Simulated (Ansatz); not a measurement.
## Be4Bi2O (built on the sites of a database entry of Ca4Bi2O): a soft mode frozen in

Which phase does Be4Bi2O (built on the sites of a database entry of Ca4Bi2O) fall into along its unstable mode, and how much energy does it gain?

Main program and level: Ansatz 0.2.0; DFT PBEsol, scalar-relativistic, plane waves, PAW.

The structure was built from a prototype and need not be the compound's stable phase.

**1. The structure**

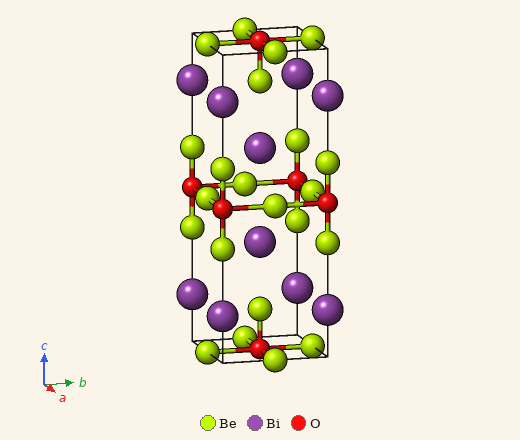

The starting structure, seen slightly off an axis (beryllium green, bismuth purple, oxygen red). This picture shows the conventional cell, with its axes. Some periodic images of atoms are drawn too.

**2. Phonons on a q mesh**

The cell comes from relaxations at this level that are not shown. Stability and thermal properties need the whole zone. Linear response on a 2×2×2 q mesh gives force constants as far as a supercell of that size would.

input.yaml

```yaml
crystal:
  lattice:
    - [-2.0757496891, 2.0757496891, 5.9826857501]
    - [2.0757496891, -2.0757496891, 5.9826857501]
    - [2.0757496891, 2.0757496891, -5.9826857501]
  atoms:
    - { symbol: Be, position: [0.3699222426, 0.3699222426, 0.0] }
    - { symbol: Be, position: [0.5, 0.0, 0.5] }
    - { symbol: Be, position: [0.6300777574, 0.6300777574, 0.0] }
    - { symbol: Be, position: [0.0, 0.5, 0.5] }
    - { symbol: Bi, position: [0.1523523208, 0.1523523208, 0.0] }
    - { symbol: Bi, position: [0.8476476792, 0.8476476792, 0.0] }
    - { symbol: O, position: [0.5, 0.5, 0.0] }
kpoints:
  mp_grid: { grid: [12, 12, 12] }
hamiltonian:
  xc: pbesol
scf:
  occupations: { method: methfessel_paxton, width: 0.2 }
output:
  eigenvalues: true
phonons:
  method: dfpt
  qmesh: [2, 2, 2]
  temperatures: { t_max: 1000, t_step: 50 }
  qpath:
    path:
      - [[0.0, 0.0, 0.0], [0.0, 0.0, 0.5], [0.25, 0.25, 0.25], [0.0, 0.5, 0.0], [0.0, 0.0, 0.0], [0.5, 0.5, -0.5], [0.28009522, 0.71990478, -0.28009522]]
      - [[-0.28009522, 0.28009522, 0.28009522], [0.0, 0.0, 0.0]]
      - [[0.0, 0.0, 0.5], [-0.06019045, 0.06019045, 0.5]]
      - [[0.5, 0.5, -0.06019045], [0.5, 0.5, -0.5]]
    npoints: 10
```

On the command line:

```
ansatz run input.yaml --threads 8 --pin off --max-ram 14336MiB --backend cpu --events-out ev --progress --plain --runs-dir out
```

Numbers of over 12 decimals in the logs are rounded to 6 here.

Log:

```text
Warning: phonons: the dynamical matrix that this run interpolates holds no multipole term above the dipole-dipole one, and a site of this crystal is no centre of inversion, so its interpolated transverse optical and acoustic branches and sound speeds can stay off near Gamma, and the density of states and the thermodynamics with them. What a run solves at a wave vector of phonons.qpoints, Gamma apart, where the deck admits one, is free of this, and under fd what a larger phonons.supercell samples
Engine: ansatz 0.2.0, x86_64-unknown-linux-gnu
Pseudopotentials: kind: paw
Pseudopotential: Be, paw, valence charge 2, recommended cutoff 420 eV (normal), Be.paw.azcp
Pseudopotential: Bi, paw, valence charge 15, recommended cutoff 420 eV (normal), Bi.paw.azcp
Pseudopotential: O, paw, valence charge 6, recommended cutoff 420 eV (normal), O.paw.azcp
Functional definition: PBEsol
  exchange = pbesol_x
  correlation = pbesol_c
Crystal: 7 atoms, lattice volume = 103.111 Å³
Basis set: ecut = 420 eV, 2007 PW (Γ), exchange–correlation on 90×90×90 points (8 copies of the dense FFT grid, shifted against one another)
Bands: 29, of which v1, the nominal top of the filled ones, is band 22 counted from 1 (21 counted from 0)
Symmetry: 16 space group operations
k-points: 163 of 1728
Non-local potential: Be, projectors of the file, l = 0: 2, l = 1: 2, l = 2: 1
Non-local potential: Bi, projectors of the file, l = 0: 2, l = 1: 2, l = 2: 2, l = 3: 2
Non-local potential: O, projectors of the file, l = 0: 2, l = 1: 2, l = 2: 1
PAW form: soft (Blöchl's): semilocal exchange-correlation on the pseudo side does not see the compensation charge
PAW frozen core: Be, regenerated for the run's functional, and the local potential with it (the file was generated under x = pbe(κ = 0.804, μ = 0.219515), c = pbe(β = 0.066725))
PAW frozen core: Bi, regenerated for the run's functional, and the local potential with it (the file was generated under x = pbe(κ = 0.804, μ = 0.219515), c = pbe(β = 0.066725))
PAW frozen core: O, regenerated for the run's functional, and the local potential with it (the file was generated under x = pbe(κ = 0.804, μ = 0.219515), c = pbe(β = 0.066725))
PAW one-centre angular grid: Be, 110 points (default); XC on 64 Gauss nodes
PAW one-centre angular grid: Bi, 590 points (default); XC on 64 Gauss nodes
PAW one-centre angular grid: O, 110 points (default); XC on 64 Gauss nodes
Initial density: superposition of atomic densities (neutral atoms: chi_scale 0, normalization atom), corrected by the library's trained network
Initial wavefunctions: pseudopotential atomic-orbital guess
Functional: x = pbesol(κ = 0.804, μ = 0.123457), c = pbesol(β = 0.046)
SCF iter   1: F=—  HF=-25404.267266 eV  |F-HF|=—  |Δ(HF+E_count)|=         —  Δρ=9.23e-3  dr2=1.18e-1  ethr=1.77e-3  ⟨swp⟩=7.1  Hψ=24562  notcnv=0
preconditioner: auto → Kerker (q_TF=auto, 2.367 Å⁻¹)  [metal: Δε(μ)=0.007 eV  Ē_g=17.084 eV  σ=0.200 eV  W_gap=0.03  n_scr=24 (ndim 8)  ℏωp=24.3 eV  f_vac=0.000  D(μ)=0.90/eV (n_scr^D=2)]
SCF iter   2: F=—  HF=-25404.238018 eV  |F-HF|=—  |Δ(HF+E_count)|=   2.92e-2  S|Δr|=    0.00e0  Δρ=3.51e-3  dr2=2.36e-2  ethr=2.69e-4  ⟨swp⟩=2.1  Hψ=6994  notcnv=0
SCF iter   3: F=—  HF=-25404.232813 eV  |F-HF|=—  |Δ(HF+E_count)|=   5.21e-3  S|Δr|=    0.00e0  Δρ=1.77e-3  dr2=7.24e-3  ethr=5.36e-5  ⟨swp⟩=1.5  Hψ=5243  notcnv=0
SCF iter   4: F=—  HF=-25404.230675 eV  |F-HF|=—  |Δ(HF+E_count)|=   2.14e-3  S|Δr|=    0.00e0  Δρ=3.61e-4  dr2=1.42e-4  ethr=1.64e-5  ⟨swp⟩=2.5  Hψ=7045  notcnv=0
SCF iter   5: F=—  HF=-25404.230638 eV  |F-HF|=—  |Δ(HF+E_count)|=   3.67e-5  S|Δr|=    0.00e0  Δρ=8.60e-5  dr2=1.23e-5  ethr=3.23e-7  ⟨swp⟩=2.6  Hψ=8104  notcnv=0
SCF iter   6: F=—  HF=-25404.230645 eV  |F-HF|=—  |Δ(HF+E_count)|=   7.34e-6  S|Δr|=    0.00e0  Δρ=3.48e-5  dr2=2.20e-6  ethr=2.79e-8  ⟨swp⟩=2.8  Hψ=8313  notcnv=0
SCF iter   7: F=—  HF=-25404.230671 eV  |F-HF|=—  |Δ(HF+E_count)|=   2.60e-5  S|Δr|=    0.00e0  Δρ=7.66e-6  dr2=1.36e-7  ethr=4.99e-9  ⟨swp⟩=2.4  Hψ=6061  notcnv=0
SCF iter   8: F=—  HF=-25404.230671 eV  |F-HF|=—  |Δ(HF+E_count)|=   2.67e-9  S|Δr|=    0.00e0  Δρ=2.36e-6  dr2=1.08e-8  ethr=3.08e-10  ⟨swp⟩=2.0  Hψ=5454  notcnv=0
SCF iter   9: F=—  HF=-25404.230671 eV  |F-HF|=—  |Δ(HF+E_count)|=  4.58e-10  S|Δr|=    0.00e0  Δρ=7.00e-7  dr2=5.29e-10  ethr=2.45e-11  ⟨swp⟩=2.1  Hψ=6554  notcnv=0
SCF iter  10: F=—  HF=-25404.230671 eV  |F-HF|=—  |Δ(HF+E_count)|=  5.09e-11  S|Δr|=    0.00e0  Δρ=1.54e-7  dr2=3.25e-11  ethr=1.20e-12  ⟨swp⟩=2.1  Hψ=8003  notcnv=0
[...]
SCF 1 converged in 11 iterations: F = -25404.230671 eV  dr2 = 3.76e-12
  greatest PAW one-centre occupation: 0.987 electrons in one spin orbital (limit 2), on the Bi atom at site 5 (counted from 0), in its partial waves of l = 2
Initial density: read from a saved state, or passed on in memory by an earlier SCF of this step, an earlier step, the calling program or the single point that the run made first
[...]
SCF iter   1: F=—  HF=-25404.230643 eV  |F-HF|=—  |Δ(HF+E_count)|=         —  Δρ=3.69e-6  dr2=7.57e-9  ethr=9.97e-7  ⟨swp⟩=3.2  Hψ=36425  notcnv=0
eigensolver tolerance schedule: the retry pair's looser diagonalisation over-reported the residual by 57918.08 of it (diagonalisation noise at an unbounded share of the residual, at the tolerance the schedule requests for it); recorded, not acted on — ethr = c·dr2/N_el stays at c = 1.0e-1
preconditioner: auto → Kerker (q_TF=auto, 2.367 Å⁻¹)  [metal: Δε(μ)=0.029 eV  Ē_g=17.069 eV  σ=0.200 eV  W_gap=0.12  n_scr=24 (ndim 8)  ℏωp=24.3 eV  f_vac=0.000  D(μ)=0.95/eV (n_scr^D=2)]
SCF iter   2: F=—  HF=-25404.230671 eV  |F-HF|=—  |Δ(HF+E_count)|=   2.83e-5  S|Δr|=    0.00e0  Δρ=2.13e-6  dr2=2.68e-9  ethr=1.72e-11  ⟨swp⟩=3.9  Hψ=13358  notcnv=0
SCF iter   3: F=—  HF=-25404.230671 eV  |F-HF|=—  |Δ(HF+E_count)|=  8.59e-10  S|Δr|=    0.00e0  Δρ=1.36e-6  dr2=1.05e-9  ethr=6.10e-12  ⟨swp⟩=2.0  Hψ=7388  notcnv=0
SCF iter   4: F=—  HF=-25404.230671 eV  |F-HF|=—  |Δ(HF+E_count)|=  3.60e-10  S|Δr|=    0.00e0  Δρ=7.80e-7  dr2=3.38e-10  ethr=2.39e-12  ⟨swp⟩=2.0  Hψ=6921  notcnv=0
SCF iter   5: F=—  HF=-25404.230671 eV  |F-HF|=—  |Δ(HF+E_count)|=  5.09e-11  S|Δr|=    0.00e0  Δρ=5.96e-7  dr2=1.96e-10  ethr=1.00e-12  ⟨swp⟩=1.0  Hψ=4727  notcnv=0
SCF iter   6: F=—  HF=-25404.230671 eV  |F-HF|=—  |Δ(HF+E_count)|=  6.18e-11  S|Δr|=    0.00e0  Δρ=4.67e-7  dr2=1.23e-10  ethr=1.00e-12  ⟨swp⟩=1.0  Hψ=4727  notcnv=0
SCF iter   7: F=—  HF=-25404.230671 eV  |F-HF|=—  |Δ(HF+E_count)|=  7.28e-12  S|Δr|=    0.00e0  Δρ=3.71e-7  dr2=7.67e-11  ethr=1.00e-12  ⟨swp⟩=1.0  Hψ=4727  notcnv=0
SCF iter   8: F=—  HF=-25404.230671 eV  |F-HF|=—  |Δ(HF+E_count)|=  2.91e-11  S|Δr|=    0.00e0  Δρ=2.66e-7  dr2=3.96e-11  ethr=1.00e-12  ⟨swp⟩=1.0  Hψ=4727  notcnv=0
SCF iter   9: F=—  HF=-25404.230671 eV  |F-HF|=—  |Δ(HF+E_count)|=  7.28e-12  S|Δr|=    0.00e0  Δρ=1.52e-7  dr2=1.31e-11  ethr=1.00e-12  ⟨swp⟩=1.0  Hψ=4727  notcnv=0
SCF iter  10: F=-25404.230671 eV  HF=-25404.230671 eV  |F-HF|=3.64e-12  |Δ(HF+E_count)|=  7.28e-12  S|Δr|=    0.00e0  Δρ=4.41e-9  dr2=2.34e-14  ethr=1.00e-12  ⟨swp⟩=3.0  Hψ=9301  notcnv=0
SCF 2 converged in 10 iterations: F = -25404.230671 eV  dr2 = 2.34e-14
phonons: the bands overlap, so this run is a metal and interpolates without the dipole-dipole term. If the crystal is really an insulator or semiconductor, its LO-TO splitting is missing
NSCF: frozen V_eff on 163 k-points
WARN: eigensolver did not converge in 10 slots of this pass, the one above among them; of largest residual over every band (k=48): 1 band(s) unlocked (lowest unlocked band 28, counted from 0; max residual 2.16e-3 eV among the unlocked bands, 2.16e-3 eV over every band); of lowest unlocked band (k=0): band 28
NSCF: frozen V_eff on 280 k-points
DFPT response loops at q = (0, 0, 0) (fractional): preconditioner auto → Kerker (q_TF=auto, 2.367 Å⁻¹) (partly filled bands, converged f_vac=0.000); β = 1.00, the filter's whole step (`scf.mixing.beta` (0.50) is not read by the response loops under this deck's `scf.mixing.preconditioner`; to damp them name `kerker` or `kerker_dos`, under which they read `scf.mixing.beta`, and type it under 1.00, their step now; both keys bind the ground state too); Broyden in place of MSR1
NSCF: frozen V_eff on 952 k-points
DFPT response loops at q = (0, 0, -0.5) (fractional): mixed as the last ones told, above
NSCF: frozen V_eff on 952 k-points
DFPT response loops at q = (0, -0.5, 0) (fractional): mixed as the last ones told, above
NSCF: frozen V_eff on 560 k-points
DFPT response loops at q = (-0.5, -0.5, -0.5) (fractional): mixed as the last ones told, above
SCF converged after 11 iterations
Stability not checked: this state was not tested for a lower state beside it, because cold or Methfessel-Paxton smearing, or corrected tetrahedra, fill the levels in a way that the test cannot read (fill_not_monotonic; see scf.lower_state_search)
Free energy (F): -25404.230671 eV
Harris-Foulkes:  -25404.230671 eV  (|F-HF|=3.64e-12)
Internal energy: -25404.230905 eV  (E = F + TS)
E sigma→0 (E₀):  -25404.230730 eV
Entropy (-TS):   0.000233 eV (0.033 meV/atom)
Fermi energy:    10.861434 eV
--- Per-component energies (eV) ---
  E_band       = -158.366919
  E_kinetic    = 860.072038
  E_local      = -3379.356991  (includes V_loc(G=0)·N_el)
  E_nonlocal   = 1186.678254
  E_hartree    = 1126.341375
  E_xc         = -449.012434
  E_vxc        = -461.963863  (∫ρ·V_xc dr)
  E_paw        = -21401.237544  (= ΣΔE_a)
  E_vpaw       = -616.480675  (= ΣTr[D̂ρ^β])
  E_aug_tail   = 0.001557  (compensation charges beyond the density's cutoff)
  E_ewald      = -3347.970077
  E_core_change = 0.252918  (= ΣΔE_core)
  E_smearing   = 0.000233  (= −TS)
  E_closure    = -0.000000  (closes the sum)
  Σ components = -25404.230671   (vs F -25404.230671, Δ=0.00e0)
--- Band table (eV; the first three rows and the last of 163) ---
  k-point 0: bands = [... 18 lower, 8.3535, 8.4655, 9.8904, 9.8904, 10.7094, 11.5479, 11.8790, 14.5929, ... 3 higher]
  k-point 1: bands = [... 18 lower, 7.9318, 8.9988, 9.4571, 9.4575, 11.3560, 12.3556, 12.4397, 14.1623, ... 3 higher]
  k-point 2: bands = [... 18 lower, 7.1225, 7.7609, 8.9679, 10.7570, 12.4620, 12.7760, 13.5358, 13.6632, ... 3 higher]
  k-point 162: bands = [... 18 lower, 8.5651, 8.5651, 10.2584, 10.2584, 10.5139, 10.6533, 12.4064, 12.9351, ... 3 higher]
--- Phonons (Γ-DFPT): 9 representative perturbations + reference (Σ response iterations 29) ---
  ASR residual: 1.153e-4 → 0.000e0 eV/Å²; symmetrization residual: 3.011e-6 eV/Å²
  ASR residual per site (eV/Å²): 1.64e-5 5.44e-5 1.64e-5 5.44e-5 2.81e-5 2.81e-5 1.15e-4
  Γ frequencies (cm⁻¹): -441.99 -441.99 -225.16 -225.16 -208.36 -208.36 0.00 0.00 0.00 80.62 80.62 122.32 150.96 150.96 238.60 260.84 263.45 263.45 372.60 695.38 934.87
--- Phonons (arbitrary-q DFPT): 4 irreducible q on the 2×2×2 mesh ---
  q = [0.0000, 0.0000, 0.0000] (star 1, of the zone-centre solve; hermiticity 2.12e-7, symmetrization 5.15e-14): -441.99 -441.99 -225.16 -225.16 -208.36 -208.36 -0.00 -0.00 0.00 80.62 80.62 122.32 150.96 150.96 238.60 260.84 263.45 263.45 372.60 695.38 934.87
  q = [0.0000, 0.0000, -0.5000] (star 2, 9 solved perturbations in 3696 linear systems a pass and spin channel, the states on 476 of 1728 k-point pairs; hermiticity 1.57e-7, symmetrization 6.17e-14): -279.57 -238.40 -217.82 -177.12 -159.61 -92.19 -66.53 71.59 75.95 89.04 100.37 110.01 117.66 203.22 238.64 252.41 252.58 252.65 342.52 724.53 938.00
  q = [0.0000, -0.5000, 0.0000] (star 4, 15 solved perturbations on 476 of 1728 k-point pairs; hermiticity 1.98e-7, symmetrization 5.63e-14): -430.71 -179.93 -128.67 -33.33 24.91 50.82 52.23 67.87 70.06 83.85 98.72 106.30 160.93 214.44 217.89 265.41 279.03 369.19 371.81 729.16 921.37
  q = [-0.5000, -0.5000, -0.5000] (star 1, 9 solved perturbations in 2169 linear systems a pass and spin channel, the states on 280 of 1728 k-point pairs; hermiticity 1.99e-7, symmetrization 7.83e-14): -443.10 -443.10 -219.24 -219.24 -208.13 -208.13 48.22 48.22 61.75 61.75 94.93 106.62 175.66 175.66 219.74 234.35 269.68 269.68 405.59 707.55 957.31
  sum rule: each row above includes the acoustic sum rule's correction from the zone centre's row sums; it moved no ω² by more than (1.40 cm⁻¹)²
  mesh force constants: q→R imaginary residual 2.65e-18; ASR residual 1.153e-4 → 0.000e0 eV/Å²; symmetrization residual 1.066e-14 eV/Å²
  interpolated dispersion: 94 rows × 21 modes
  density of states and harmonic sums: on the 16×16×22 q-mesh, interpolated from the force constants of a 2×2×2 supercell (no non-analytic term)
  largest difference from the sums on the solved wave vectors: F 8.61e-2 eV, S 1.25e-4 and C_V 3.87e-5 eV/K
  zero-point energy: 0.239519 eV/cell   skipped modes (ω ≤ 0): 8835, of them read as no rigid motion or as one in doubt: 8832 (6.077e0 modes/cell left out, lowest -443.10 cm⁻¹)   left out of the sums: 2.89e-1 of the cell's modes: C_V's classical limit lies that fraction below 3 k_B per atom; for a crystal, a wire or a layer, F and S can be off by more, and a phonons.interpolated_qmesh denser along its periods is the remedy for the sampling
```

Run time: 13 min. Hardware: 8 threads of AMD EPYC 7R43, shared host; peak memory 4 GiB.

This step gave:

| Property | Result |
| --- | --- |
| volume per atom | 14.73 Å³ |
| gap on the k-mesh | 0 eV |
| sum-rule residual before enforcement | 1.15e-4 eV/Å² |
| lowest frequency on the path | -443.1 cm⁻¹ |
| point group | 4/mmm |
| highest frequency on the path or at a solved wavevector | 957.3 cm⁻¹ |
| highest optical mode at the zone centre (no LO-TO term) | 934.9 cm⁻¹ |
| lowest optical zone-centre mode | -442.0 cm⁻¹ |
| lowest mode on the q mesh (acoustic modes at Γ apart) | -443.1 cm⁻¹ |

Frequencies (cm⁻¹) solved at each irreducible wavevector; negative means imaginary. Frequencies by wavevector, by row:

```csv
q in reciprocal lattice units,star,mode 1,mode 2,mode 3,mode 4,mode 19,mode 20,mode 21
0 0 0,1,-442,-442,-225.2,-225.2,372.6,695.4,934.9
0 0 -0.5,2,-279.6,-238.4,-217.8,-177.1,342.5,724.5,938
0 -0.5 0,4,-430.7,-179.9,-128.7,-33.3,371.8,729.2,921.4
-0.5 -0.5 -0.5,1,-443.1,-443.1,-219.2,-219.2,405.6,707.5,957.3
```

Interpolated from a 2×2×2 q mesh, rough between the solved points. Phonon branches along the path, in cm⁻¹:

```csv
point,branch 1,branch 2,branch 3,branch 4,branch 18,branch 19,branch 20,branch 21
Γ,-442,-442,-225,-225,264,373,695,935
X,-280,-238,-218,-177,253,342,724,938
P,-280,-229,-229,-168,253,345,724,938
N,-431,-180,-129,-33,369,372,729,921
Γ,-442,-442,-225,-225,264,373,695,935
M,-443,-443,-219,-219,270,406,708,957
S,-431,-224,-87,-76,348,368,729,924
jump to S0,-431,-224,-87,-76,348,368,729,924
Γ,-442,-442,-225,-225,264,373,695,935
jump to X,-280,-238,-218,-177,253,342,724,938
R,-297,-239,-191,-170,266,341,725,937
jump to G′,-297,-239,-191,-170,266,341,725,937
M,-443,-443,-219,-219,270,406,708,957
```

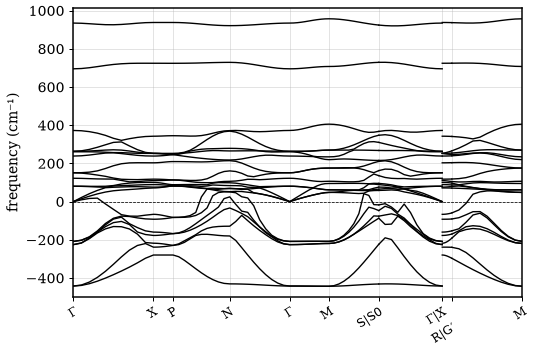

Phonon branches along the path.

Symmetry leaves 4 wavevectors to solve. The lowest mode among them, the acoustic zeros apart, lies at q = (-0.5, -0.5, -0.5) and is imaginary, 443.1i cm⁻¹, so the energy falls along it.

**3. The mode frozen in, largest atomic shift 0 Å**

The mode followed lies at q = (-0.5, -0.5, -0.5) with frequency 443.1i cm⁻¹ and is 2-fold degenerate, the softest among the wavevectors solved. At small amplitude the distorted cell has space group no. 59 by a symmetry search on the positions. The undistorted cell that holds it gives the zero of energy on the same k mesh.

System of this step: Be4Bi2O (built on the sites of a database entry of Ca4Bi2O). It takes space group I4/mmm (No. 139, tetragonal). Conventional cell: a = 4.151 Å, b = 4.151 Å, c = 11.965 Å, α = 90.00°, β = 90.00°, γ = 90.00°. Be has 1 O at 1.56 Å nearest. Nearest to Be lie 2 O at 2.08 Å. Nearest to Bi lie 1 Be at 2.60 Å. Nearest to O lie 2 Be at 1.56 Å. Farther neighbours and most contacts between anions are not listed.

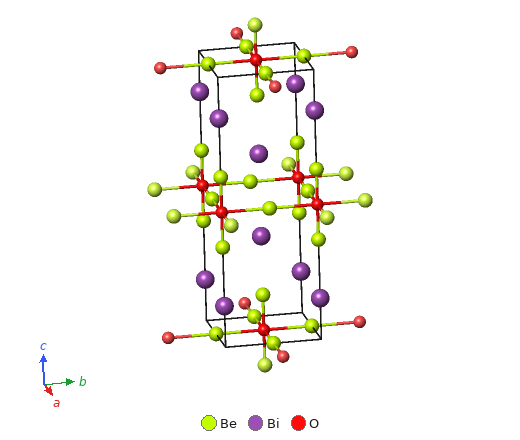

The cell of this step (beryllium green, bismuth purple, oxygen red). Some periodic images of atoms are drawn too.

input.yaml

```yaml
crystal:
  lattice:
    - [0.0, -4.1514993781, 0.0]
    - [-4.1514993781, 0.0, 0.0]
    - [0.0, 0.0, -11.9653715001]
  atoms:
    - { symbol: Be, position: [0.5, 0.5, 0.1300777574] }
    - { symbol: Be, position: [1.0, 1.0, 0.6300777574] }
    - { symbol: Be, position: [0.5, 0.0, 0.0] }
    - { symbol: Be, position: [0.0, 0.5, 0.5] }
    - { symbol: Be, position: [0.5, 0.5, 0.8699222426] }
    - { symbol: Be, position: [1.0, 1.0, 0.3699222426] }
    - { symbol: Be, position: [0.0, 0.5, 0.0] }
    - { symbol: Be, position: [0.5, 0.0, 0.5] }
    - { symbol: Bi, position: [0.0, 0.0, 0.8476476792] }
    - { symbol: Bi, position: [0.5, 0.5, 0.3476476792] }
    - { symbol: Bi, position: [0.5, 0.5, 0.6523523208] }
    - { symbol: Bi, position: [1.0, 1.0, 0.1523523208] }
    - { symbol: O, position: [0.5, 0.5, 0.0] }
    - { symbol: O, position: [1.0, 1.0, 0.5] }
kpoints:
  mp_grid: { grid: [8, 8, 4] }
hamiltonian:
  xc: pbesol
scf:
  occupations: { method: methfessel_paxton, width: 0.2 }
output:
  forces: true
  stress: true
  eigenvalues: true
```

Log:

```text
[...]
Crystal: 14 atoms, lattice volume = 206.223 Å³
Basis set: ecut = 420 eV, 4007 PW (Γ), exchange–correlation on 60×60×160 points (8 copies of the dense FFT grid, shifted against one another)
Bands: 58, of which v1, the nominal top of the filled ones, is band 44 counted from 1 (43 counted from 0)
Symmetry: 32 space group operations
[...]
k-points: 45 of 256
[...]
k-point 0: bands = [... 40 lower, 9.8893, 9.8893, 10.2587, 10.2587, 10.5111, 10.6554, 10.7063, 11.5484, ... 10 higher]
  k-point 1: bands = [... 40 lower, 9.9337, 9.9337, 10.1924, 10.1924, 10.5343, 10.6706, 11.1155, 11.6717, ... 10 higher]
  k-point 2: bands = [... 40 lower, 10.0523, 10.0523, 10.0523, 10.0523, 10.5966, 10.5966, 11.8512, 11.8512, ... 10 higher]
  k-point 44: bands = [... 40 lower, 7.8608, 7.8608, 8.1747, 8.1747, 11.5632, 11.5632, 11.9745, 11.9745, ... 10 higher]
[key lines of the parts left out:]
SCF converged after 8 iterations
Free energy (F): -50808.442293 eV
Fermi energy:    10.869861 eV
P = ⅓ Tr σ = -0.0272 GPa (-0.272 kbar)
```

Wall time 4.7 s (8 threads); peak memory 1.1 GiB; 34 s of CPU time.

This step gave:

```
pressure                         : -0.02718 GPa
energy from the undistorted cell : 0 meV/atom
```

The run ends at a pressure of -0.03 GPa, with forces up to 0.0039 eV/Å.

(Part 1 of 2 ends here.)

[Logs are printed without paths, hosts, clocks, repeated set-up lines and the standing remarks that a program may print on its own settings, such as how far it seeks lower states.]

[Hosts, paths, dates, database ids (printed as entryN), source tags and the programs' standing remarks are cut or masked in the printed files.]
